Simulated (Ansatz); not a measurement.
## Run report: W8AuC8, geometry relaxation (part 1 of 3)

W8AuC8 (slab, 17 atoms in the cell), computed with DFT PBEsol, scalar-relativistic, plane waves, PAW, PAW set soft_1, no spin polarisation (Ansatz 0.2.0).

The structure derives from an entry of the Crystallography Open Database. The input holds or restrains some coordinates. Forces given for the steps count only the free coordinates. It belongs to a series of runs on one base structure; here: end point A relaxed. Figures and captions count atoms from 1; the log counts them from 0 in places.

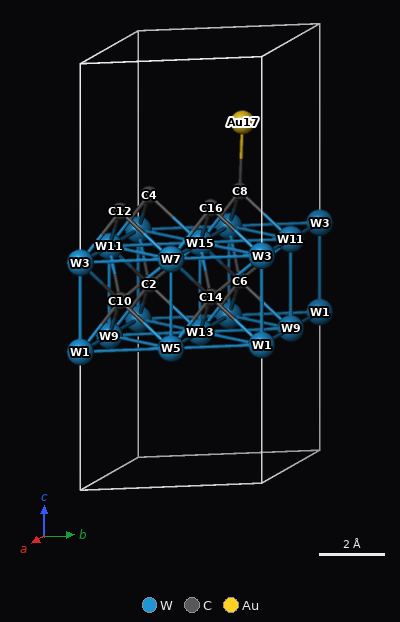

Figure 1. The input geometry (ball-and-stick view of the cell of the calculation, with the vacuum cut short, seen slightly off an axis; atoms are numbered from 1 in the order of the input). An atom can appear more than once, as a periodic image.

The input
```yaml
crystal:
  lattice:
    - [5.71026, 0.0, 0.0]
    - [-2.85513, 4.94523, 0.0]
    - [0.0, 0.0, 15.20453]
  atoms:
    - { symbol: W, position: [0.0, 0.0, 0.0657699] }
    - { symbol: C, position: [0.3333333, 0.1666667, 0.157947] }
    - { symbol: W, position: [0.0, 0.0, 0.2501241] }
    - { symbol: C, position: [0.3333333, 0.1666667, 0.3423013] }
    - { symbol: W, position: [0.0, 0.5, 0.0657699] }
    - { symbol: C, position: [0.3333333, 0.6666667, 0.157947] }
    - { symbol: W, position: [0.0, 0.5, 0.2501241] }
    - { symbol: C, position: [0.3333333, 0.6666667, 0.3423013] }
    - { symbol: W, position: [0.5, 0.0, 0.0657699] }
    - { symbol: C, position: [0.8333333, 0.1666667, 0.157947] }
    - { symbol: W, position: [0.5, 0.0, 0.2501241] }
    - { symbol: C, position: [0.8333333, 0.1666667, 0.3423013] }
    - { symbol: W, position: [0.5, 0.5, 0.0657699] }
    - { symbol: C, position: [0.8333333, 0.6666667, 0.157947] }
    - { symbol: W, position: [0.5, 0.5, 0.2501241] }
    - { symbol: C, position: [0.8333333, 0.6666667, 0.3423013] }
    - { symbol: Au, position: [0.3510083, 0.6867202, 0.4856796] }
basis:
  ecutwfc: 420.0
kpoints:
  mp_grid: { grid: [5, 5, 1] }
hamiltonian:
  xc: pbesol
  pseudopotentials: { kind: paw, azcp: { folder: soft_1 } }
scf:
  occupations: { method: gaussian, width: 0.1 }
  lower_state_search: "off"
relax:
  f_tol: 0.03
  max_steps: 60
  adjacent_minimum: "off"
  constraints: [{ sites: [0, 4, 8, 12] }]
output:
  write_density: true
  write_potential: true
  elf: true
  volumetric_format: npy
```

Machine: 4 threads of AMD EPYC (Zen 3), 64 GiB of memory available, shared host.

Run as:
```bash
ansatz run input.yaml --threads 4 --pin off --max-ram 10240MiB --backend cpu --events-out ev --progress --plain --runs-dir out
```

The program's output
```
Warning: [file] the record states the generating functional pbe (its physics header spells it `PBE`), which answers neither for hamiltonian.xc's functional nor for the pbesol family's — results may be inconsistent (PPs are generated against a specific XC)
Warning: [file] the record states the generating functional pbe (its physics header spells it `PBE`), which answers neither for hamiltonian.xc's functional nor for the pbesol family's — results may be inconsistent (PPs are generated against a specific XC)
Warning: [file] the record states the generating functional pbe (its physics header spells it `PBE`), which answers neither for hamiltonian.xc's functional nor for the pbesol family's — results may be inconsistent (PPs are generated against a specific XC)
Engine: ansatz 0.2.0, x86_64-unknown-linux-gnu
Pseudopotentials: kind: paw
Pseudopotential: W, paw, valence charge 14, recommended cutoff 420 eV (normal), [file]
Pseudopotential: C, paw, valence charge 4, recommended cutoff 420 eV (normal), [file]
Pseudopotential: Au, paw, valence charge 19, recommended cutoff 420 eV (normal), [file]
Functional definition: PBEsol
  exchange = pbesol_x
  correlation = pbesol_c
Crystal: 17 atoms, lattice volume = 429.354 Å³
Basis set: ecut = 420 eV, 8475 PW (Γ), exchange–correlation on 80×80×216 points (8 copies of the dense FFT grid, shifted against one another)
Bands: 99, of which v1, the nominal top of the filled ones, is band 82 counted from 1 (81 counted from 0)
Symmetry: 1 space group operations
Space group: P1 (ITA 1), of the structure as read, at distance tolerance 7.5e-5 Å
k-points: 13 of 25 (time reversal used)
Non-local potential: W, projectors of the file, l = 0: 3, l = 1: 2, l = 2: 2, l = 3: 1
Non-local potential: C, projectors of the file, l = 0: 2, l = 1: 2, l = 2: 1
Non-local potential: Au, projectors of the file, l = 0: 3, l = 1: 2, l = 2: 2, l = 3: 1
PAW form: soft (Blöchl's): semilocal exchange-correlation on the pseudo side does not see the compensation charge
PAW frozen core: W, regenerated for the run's functional, and the local potential with it (the file was generated under x = pbe(κ = 0.804, μ = 0.2195149727645171), c = pbe(β = 0.06672455060314922))
PAW frozen core: C, regenerated for the run's functional, and the local potential with it (the file was generated under x = pbe(κ = 0.804, μ = 0.2195149727645171), c = pbe(β = 0.06672455060314922))
PAW frozen core: Au, regenerated for the run's functional, and the local potential with it (the file was generated under x = pbe(κ = 0.804, μ = 0.2195149727645171), c = pbe(β = 0.06672455060314922))
PAW one-centre angular grid: W, 590 points (default); XC on 64 Gauss nodes
PAW one-centre angular grid: C, 110 points (default); XC on 64 Gauss nodes
PAW one-centre angular grid: Au, 590 points (default); XC on 64 Gauss nodes
Initial density: superposition of atomic densities (neutral atoms: chi_scale 0, normalization atom)
Initial wavefunctions: pseudopotential atomic-orbital guess
Functional: x = pbesol(κ = 0.804, μ = 0.12345679012345678), c = pbesol(β = 0.046)
SCF iter   1: F=—  HF=-97041.838351 eV  |F-HF|=—  |Δ(HF+E_count)|=         —  Δρ=1.57e-1  dr2=4.53e2  ethr=3.10e-3  ⟨swp⟩=8.3  Hψ=6331  notcnv=0
preconditioner: auto → LDOS  [metal: Δε(μ)=0.010 eV  Ē_g=7.393 eV  σ=0.100 eV  W_gap=0.05  n_scr=82 (ndim 8)  ℏωp=17.1 eV  f_vac=0.429  D(μ)=36.52/eV (n_scr^D=438)  β→1.0]
SCF iter   2: F=—  HF=-97036.970654 eV  |F-HF|=—  |Δ(HF+E_count)|=    4.87e0  Δρ=9.95e-2  dr2=1.30e2  ethr=3.10e-3  ⟨swp⟩=4.7  Hψ=3557  notcnv=0  defer=82
SCF iter   3: F=—  HF=-97026.841331 eV  |F-HF|=—  |Δ(HF+E_count)|=    1.01e1  Δρ=5.11e-2  dr2=2.09e1  ethr=3.10e-3  ⟨swp⟩=4.0  Hψ=3374  notcnv=0  defer=99
SCF iter   4: F=—  HF=-97024.213369 eV  |F-HF|=—  |Δ(HF+E_count)|=    2.63e0  Δρ=1.47e-2  dr2=3.19e0  ethr=3.10e-3  ⟨swp⟩=3.0  Hψ=3067  notcnv=0  defer=123
SCF iter   5: F=—  HF=-97023.930945 eV  |F-HF|=—  |Δ(HF+E_count)|=   2.82e-1  Δρ=1.01e-2  dr2=1.40e0  ethr=1.96e-3  ⟨swp⟩=2.0  Hψ=1540  notcnv=0  defer=123
SCF iter   6: F=—  HF=-97023.690671 eV  |F-HF|=—  |Δ(HF+E_count)|=   2.40e-1  Δρ=3.75e-3  dr2=1.90e-1  ethr=8.59e-4  ⟨swp⟩=2.5  Hψ=1651  notcnv=0  defer=123
SCF iter   7: F=—  HF=-97023.662674 eV  |F-HF|=—  |Δ(HF+E_count)|=   2.80e-2  Δρ=1.38e-3  dr2=2.87e-2  ethr=1.17e-4  ⟨swp⟩=2.0  Hψ=2077  notcnv=0  defer=121
SCF iter   8: F=—  HF=-97023.661174 eV  |F-HF|=—  |Δ(HF+E_count)|=   1.50e-3  Δρ=6.66e-4  dr2=5.41e-3  ethr=1.76e-5  ⟨swp⟩=2.0  Hψ=1741  notcnv=0  defer=121
SCF iter   9: F=—  HF=-97023.661014 eV  |F-HF|=—  |Δ(HF+E_count)|=   1.60e-4  Δρ=2.10e-4  dr2=9.90e-4  ethr=3.32e-6  ⟨swp⟩=2.0  Hψ=1730  notcnv=0  defer=121
SCF iter  10: F=—  HF=-97023.660922 eV  |F-HF|=—  |Δ(HF+E_count)|=   9.27e-5  Δρ=6.73e-5  dr2=4.63e-5  ethr=6.07e-7  ⟨swp⟩=2.1  Hψ=1673  notcnv=0  defer=121
SCF iter  11: F=-97023.660919 eV  HF=-97023.660918 eV  |F-HF|=9.41e-7  |Δ(HF+E_count)|=   3.48e-6  Δρ=1.95e-5  dr2=1.96e-6  ethr=1.38e-8  ⟨swp⟩=14.4  Hψ=12901  notcnv=0
SCF 1 converged in 11 iterations: F = -97023.660919 eV  dr2 = 1.96e-6
  greatest PAW one-centre occupation: 1.000 electrons in one spin orbital (limit 2), on the Au atom at site 16 (counted from 0), in its partial waves of l = 0
relax step   1: F+E_penalty+E_count = -97023.66091905 eV  Δ(F+E_penalty+E_count) = +0.000e0 eV  max|allowed force component| = 5.520e0 eV/Å  Δτ_max = 0.0000 Å  (11 SCF iters, dr2 threshold 2.25e-5 eV, accepted)
Initial density: handed on by an earlier stage of this run
Initial wavefunctions: those handed on with the density
iter 1 solved again at ethr=1.41e-3 eV; its pass at ethr=3.10e-3 eV (dr2=2.29e0 eV) is discarded
SCF iter   1: F=—  HF=-97026.901414 eV  |F-HF|=—  |Δ(HF+E_count)|=         —  Δρ=1.81e-2  dr2=2.36e0  ethr=1.41e-3  ⟨swp⟩=1.4  Hψ=4294  notcnv=0  defer=136
preconditioner: auto → LDOS  [insulator: Δε(μ)=0.121 eV  Ē_g=6.706 eV  σ=0.100 eV  W_gap=0.50  n_scr=82 (ndim 8)  ℏωp=17.1 eV  f_vac=0.447  D(μ)=6.70/eV (n_scr^D=38)  ε∞_Penn≈7.5  β→1.0]
SCF iter   2: F=—  HF=-97026.789559 eV  |F-HF|=—  |Δ(HF+E_count)|=   1.12e-1  Δρ=1.31e-2  dr2=1.68e0  ethr=1.41e-3  ⟨swp⟩=3.9  Hψ=2272  notcnv=0  defer=136
SCF iter   3: F=—  HF=-97026.499797 eV  |F-HF|=—  |Δ(HF+E_count)|=   2.90e-1  Δρ=2.64e-3  dr2=1.16e-1  ethr=1.03e-3  ⟨swp⟩=2.2  Hψ=2104  notcnv=0  defer=135
SCF iter   4: F=—  HF=-97026.485865 eV  |F-HF|=—  |Δ(HF+E_count)|=   1.39e-2  Δρ=8.07e-4  dr2=7.00e-3  ethr=7.12e-5  ⟨swp⟩=2.0  Hψ=1727  notcnv=0  defer=135
SCF iter   5: F=—  HF=-97026.486170 eV  |F-HF|=—  |Δ(HF+E_count)|=   3.05e-4  Δρ=3.00e-4  dr2=7.59e-4  ethr=4.29e-6  ⟨swp⟩=2.0  Hψ=1872  notcnv=0  defer=135
SCF iter   6: F=-97026.486154 eV  HF=-97026.486165 eV  |F-HF|=1.14e-5  |Δ(HF+E_count)|=   4.81e-6  Δρ=7.32e-5  dr2=2.32e-5  ethr=6.13e-8  ⟨swp⟩=12.9  Hψ=13055  notcnv=0
SCF 2 converged in 6 iterations: F = -97026.486154 eV  dr2 = 2.32e-5
relax step   2: F+E_penalty+E_count = -97026.48615356 eV  Δ(F+E_penalty+E_count) = -2.825e0 eV  max|allowed force component| = 1.454e0 eV/Å  Δτ_max = 0.1922 Å  (6 SCF iters, dr2 threshold 1.00e-4 eV, accepted)
iter 1 solved again at ethr=8.72e-4 eV; its pass at ethr=3.10e-3 eV (dr2=1.42e0 eV) is discarded
SCF iter   1: F=—  HF=-97026.930813 eV  |F-HF|=—  |Δ(HF+E_count)|=         —  Δρ=1.25e-2  dr2=1.47e0  ethr=8.72e-4  ⟨swp⟩=2.0  Hψ=4660  notcnv=0  defer=112
preconditioner: auto → LDOS  [metal: Δε(μ)=0.055 eV  Ē_g=6.887 eV  σ=0.100 eV  W_gap=0.30  n_scr=82 (ndim 8)  ℏωp=17.1 eV  f_vac=0.457  D(μ)=9.14/eV (n_scr^D=50)  β→1.0]
SCF iter   2: F=—  HF=-97026.829078 eV  |F-HF|=—  |Δ(HF+E_count)|=   1.02e-1  Δρ=6.37e-3  dr2=1.97e-1  ethr=8.72e-4  ⟨swp⟩=3.4  Hψ=2248  notcnv=0  defer=112
SCF iter   3: F=—  HF=-97026.778277 eV  |F-HF|=—  |Δ(HF+E_count)|=   5.08e-2  Δρ=2.46e-3  dr2=6.41e-2  ethr=1.21e-4  ⟨swp⟩=2.0  Hψ=2516  notcnv=0  defer=116
SCF iter   4: F=—  HF=-97026.766836 eV  |F-HF|=—  |Δ(HF+E_count)|=   1.14e-2  Δρ=5.30e-4  dr2=3.11e-3  ethr=3.93e-5  ⟨swp⟩=3.5  Hψ=2390  notcnv=0  defer=116
SCF iter   5: F=—  HF=-97026.766810 eV  |F-HF|=—  |Δ(HF+E_count)|=   2.65e-5  Δρ=1.86e-4  dr2=1.67e-4  ethr=1.91e-6  ⟨swp⟩=2.0  Hψ=1885  notcnv=0  defer=116
SCF iter   6: F=-97026.766826 eV  HF=-97026.766831 eV  |F-HF|=4.83e-6  |Δ(HF+E_count)|=   2.11e-5  Δρ=5.85e-5  dr2=1.97e-5  ethr=6.13e-8  ⟨swp⟩=12.6  Hψ=13251  notcnv=0
SCF 3 converged in 6 iterations: F = -97026.766826 eV  dr2 = 1.97e-5
relax step   3: F+E_penalty+E_count = -97026.76682593 eV  Δ(F+E_penalty+E_count) = -2.807e-1 eV  max|allowed force component| = 3.588e-1 eV/Å  Δτ_max = 0.1968 Å  (6 SCF iters, dr2 threshold 1.00e-4 eV, accepted)
SCF iter   1: F=—  HF=-97026.790264 eV  |F-HF|=—  |Δ(HF+E_count)|=         —  Δρ=3.49e-3  dr2=9.01e-2  ethr=5.45e-4  ⟨swp⟩=3.5  Hψ=2381  notcnv=0  defer=142
preconditioner: auto → LDOS  [insulator: Δε(μ)=0.135 eV  Ē_g=6.877 eV  σ=0.100 eV  W_gap=0.60  n_scr=82 (ndim 8)  ℏωp=17.1 eV  f_vac=0.453  D(μ)=6.98/eV (n_scr^D=38)  ε∞_Penn≈7.2  β→1.0]
SCF iter   2: F=—  HF=-97026.785144 eV  |F-HF|=—  |Δ(HF+E_count)|=   5.12e-3  Δρ=2.32e-3  dr2=7.99e-2  ethr=5.53e-5  ⟨swp⟩=2.2  Hψ=2083  notcnv=0  defer=142
SCF iter   3: F=—  HF=-97026.774547 eV  |F-HF|=—  |Δ(HF+E_count)|=   1.06e-2  Δρ=3.67e-4  dr2=1.29e-3  ethr=4.90e-5  ⟨swp⟩=2.0  Hψ=1647  notcnv=0  defer=142
SCF iter   4: F=—  HF=-97026.774707 eV  |F-HF|=—  |Δ(HF+E_count)|=   1.60e-4  Δρ=1.19e-4  dr2=1.24e-4  ethr=7.92e-7  ⟨swp⟩=3.0  Hψ=2245  notcnv=0  defer=142
SCF iter   5: F=-97026.774686 eV  HF=-97026.774690 eV  |F-HF|=4.74e-6  |Δ(HF+E_count)|=   1.62e-5  Δρ=3.31e-5  dr2=7.77e-6  ethr=4.94e-9  ⟨swp⟩=12.6  Hψ=12624  notcnv=0
SCF 4 converged in 5 iterations: F = -97026.774686 eV  dr2 = 7.77e-6
relax step   4: F+E_penalty+E_count = -97026.77468574 eV  Δ(F+E_penalty+E_count) = -7.860e-3 eV  max|allowed force component| = 2.510e-1 eV/Å  Δτ_max = 0.0338 Å  (5 SCF iters, dr2 threshold 8.05e-6 eV, accepted)
SCF iter   1: F=—  HF=-97026.784921 eV  |F-HF|=—  |Δ(HF+E_count)|=         —  Δρ=1.50e-3  dr2=2.54e-2  ethr=7.06e-5  ⟨swp⟩=2.0  Hψ=2184  notcnv=0  defer=139
preconditioner: auto → LDOS  [insulator: Δε(μ)=0.173 eV  Ē_g=6.885 eV  σ=0.100 eV  W_gap=0.67  n_scr=82 (ndim 8)  ℏωp=17.1 eV  f_vac=0.454  D(μ)=6.15/eV (n_scr^D=36)  ε∞_Penn≈7.2  β→1.0]
SCF iter   2: F=—  HF=-97026.786540 eV  |F-HF|=—  |Δ(HF+E_count)|=   1.62e-3  Δρ=1.63e-3  dr2=4.59e-2  ethr=1.56e-5  ⟨swp⟩=2.1  Hψ=2049  notcnv=0  defer=140
SCF iter   3: F=—  HF=-97026.781191 eV  |F-HF|=—  |Δ(HF+E_count)|=   5.35e-3  Δρ=1.59e-4  dr2=4.02e-4  ethr=1.56e-5  ⟨swp⟩=2.0  Hψ=1629  notcnv=0  defer=140
SCF iter   4: F=—  HF=-97026.781508 eV  |F-HF|=—  |Δ(HF+E_count)|=   3.18e-4  Δρ=5.93e-5  dr2=3.72e-5  ethr=2.46e-7  ⟨swp⟩=2.8  Hψ=1943  notcnv=0  defer=140
SCF iter   5: F=-97026.781507 eV  HF=-97026.781507 eV  |F-HF|=3.89e-7  |Δ(HF+E_count)|=   9.32e-7  Δρ=1.51e-5  dr2=1.06e-6  ethr=2.42e-9  ⟨swp⟩=11.8  Hψ=12249  notcnv=0
SCF 5 converged in 5 iterations: F = -97026.781507 eV  dr2 = 1.06e-6
relax step   5: F+E_penalty+E_count = -97026.78150689 eV  Δ(F+E_penalty+E_count) = -6.821e-3 eV  max|allowed force component| = 3.501e-2 eV/Å  Δτ_max = 0.0098 Å  (5 SCF iters, dr2 threshold 3.94e-6 eV, accepted)
SCF iter   1: F=—  HF=-97026.784361 eV  |F-HF|=—  |Δ(HF+E_count)|=         —  Δρ=1.46e-3  dr2=8.60e-3  ethr=3.07e-4  ⟨swp⟩=2.5  Hψ=2266  notcnv=0  defer=142
preconditioner: auto → LDOS  [insulator: Δε(μ)=0.162 eV  Ē_g=6.881 eV  σ=0.100 eV  W_gap=0.65  n_scr=82 (ndim 8)  ℏωp=17.1 eV  f_vac=0.454  D(μ)=6.32/eV (n_scr^D=36)  ε∞_Penn≈7.2  β→1.0]
SCF iter   2: F=—  HF=-97026.784770 eV  |F-HF|=—  |Δ(HF+E_count)|=   4.10e-4  Δρ=1.08e-3  dr2=9.98e-3  ethr=5.28e-6  ⟨swp⟩=3.1  Hψ=2996  notcnv=0  defer=142
SCF iter   3: F=—  HF=-97026.781691 eV  |F-HF|=—  |Δ(HF+E_count)|=   3.08e-3  Δρ=1.91e-4  dr2=2.96e-4  ethr=5.28e-6  ⟨swp⟩=3.0  Hψ=2300  notcnv=0  defer=142
SCF iter   4: F=—  HF=-97026.781588 eV  |F-HF|=—  |Δ(HF+E_count)|=   1.04e-4  Δρ=3.23e-5  dr2=9.46e-6  ethr=1.81e-7  ⟨swp⟩=3.0  Hψ=2513  notcnv=0  defer=142
SCF iter   5: F=—  HF=-97026.781994 eV  |F-HF|=—  |Δ(HF+E_count)|=   4.07e-4  Δρ=1.22e-5  dr2=1.50e-6  ethr=5.81e-9  ⟨swp⟩=3.0  Hψ=2480  notcnv=0  defer=142
SCF iter   6: F=-97026.781994 eV  HF=-97026.781994 eV  |F-HF|=1.30e-8  |Δ(HF+E_count)|=   1.76e-7  Δρ=2.93e-6  dr2=4.63e-8  ethr=6.13e-11  ⟨swp⟩=10.0  Hψ=10984  notcnv=0
SCF 6 converged in 6 iterations: F = -97026.781994 eV  dr2 = 4.63e-8
relax step   6: F+E_penalty+E_count = -97026.78199399 eV  Δ(F+E_penalty+E_count) = -4.871e-4 eV  max|allowed force component| = 7.092e-3 eV/Å  Δτ_max = 0.0407 Å  (6 SCF iters, accepted)
```
